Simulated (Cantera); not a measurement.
Charge: 1 mol SiH4, 0.035 mol Cl2, 7.9 mol N2, equilibrated at 1673.15 K.

Method: chemical equilibrium by Gibbs-energy minimisation in Cantera with the NASA 1993 tables (ideal gas, pure condensed phases). Candidate condensed phases: NH4Cl, Si, Si3N4; 28 gas species. The tables' values for SiCl are old estimates; treat these amounts as uncertain. Equilibrium is a limit: real reactors are often held back by kinetics, nucleation or transport.

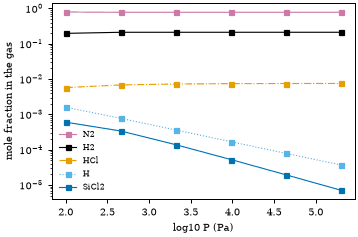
*Equilibrium gas composition (values under 1e-9 drawn at 1e-9)*

At 0.00100 bar the condensed part is Si(s). From 0.00460 bar to 2.00 bar the condensed part is Si3N4(s). The main Si-bearing gas is SiCl2 throughout.
